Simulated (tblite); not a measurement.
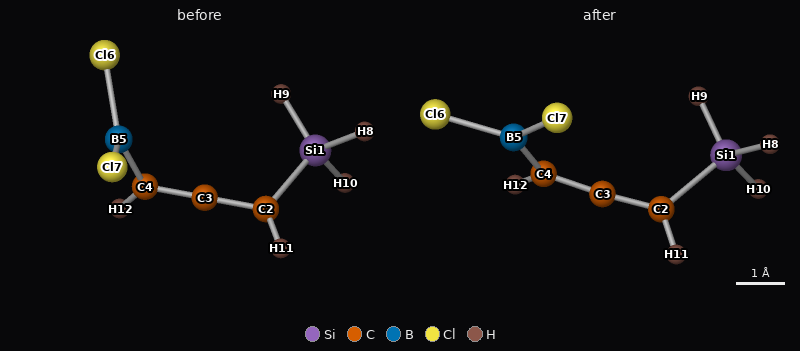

The structure of C$_{3}$H$_{5}$BCl$_{2}$Si before (left) and after (right) a relaxation, at one scale.

Style: ball-and-stick. Shown at a tilt.

Level of theory: GFN2-xTB geometry optimisation, gas phase (tblite). 

**Describe what moved and what it gained.**

The largest move after the best rigid fit is that of Cl6, 1.96 Å. Largest moves by element: Cl 1.96 Å, H 0.52 Å, C 0.27 Å, Si 0.26 Å, B 0.15 Å. Some distances before and after: B5–Cl7 1.857 → 1.731 Å, B5–Cl6 1.835 → 1.728 Å, Si1–C2 1.836 → 1.896 Å, C2–H11 1.040 → 1.080 Å. Among the angles between lasting bonds that change: Si1–C2–H11 127.6° → 116.3°, Si1–C2–C3 114.0° → 123.0°, C3–C4–B5 115.2° → 123.4°. Groups turn about C4–B5 by about 75°. The energy falls by 74.7 kJ/mol in 84 geometry steps. The run took 0.66 s on 1 thread of Arm Neoverse V1 (shared host).
